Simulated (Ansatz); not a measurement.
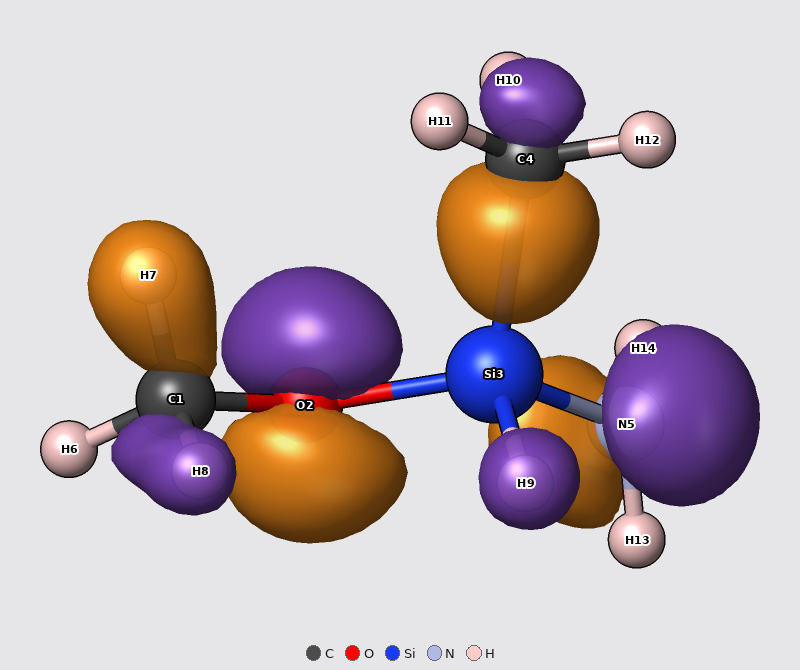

*C₂H₉NOSi. The HOMO−1 at ±0.15 Å⁻³ᐟ² (orange and purple are the two phases), seen at a tilt.*

Geometry: PBE0-D4/def2-TZVP.

Level of theory: RKS PBE0-D4/def2-TZVPP (Ansatz).

```xyz
14

C    -1.0631   -0.3755    1.8580
O    -0.7270    0.5544    0.8606
Si   -0.1872    0.1017   -0.6341
C     1.5226   -0.6224   -0.5122
N    -0.1507    1.4286   -1.7057
H    -1.5952    0.1463    2.6562
H    -0.1712   -0.8441    2.2918
H    -1.7157   -1.1698    1.4730
H    -1.1619   -0.8965   -1.1606
H     2.2413    0.1284   -0.1718
H     1.5480   -1.4506    0.2007
H     1.8558   -1.0009   -1.4812
H    -1.0085    1.8727   -1.9909
H     0.5998    2.0984   -1.6551
```

> What is the character of this orbital?

Its weight (Hirshfeld) is mainly on O2 (about 35 %), N5 (about 20 %), Si3 (about 10 %), C4 (about 10 %) and C1 (about 5 %). Its energy is −7.78 eV.
